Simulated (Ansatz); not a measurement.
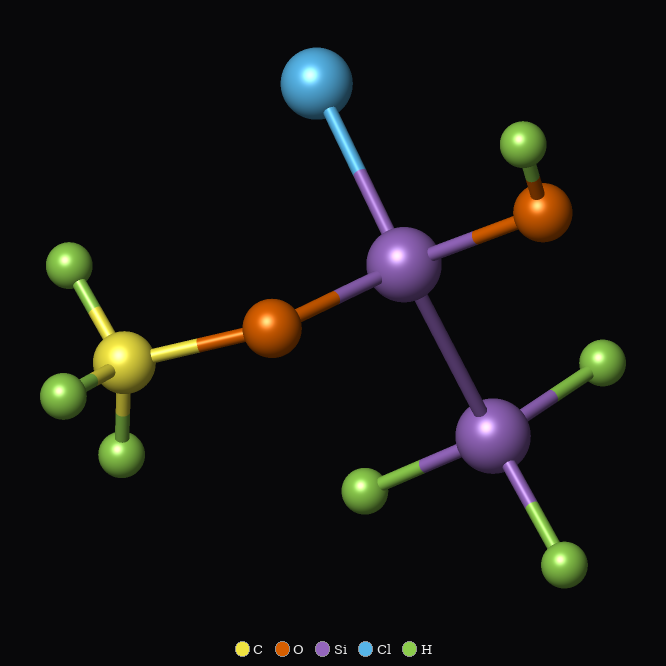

Simulated data, not a measurement (program: Ansatz).

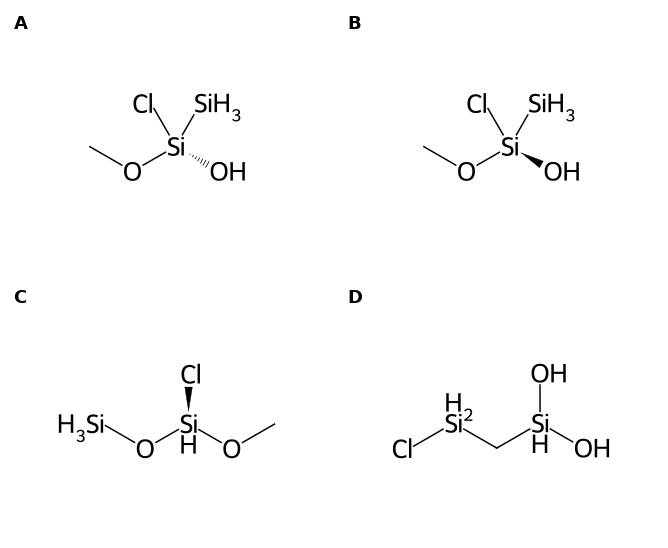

**Which structural formula matches the 3D model?**

B, `CO[Si@@](O)([SiH3])Cl`.
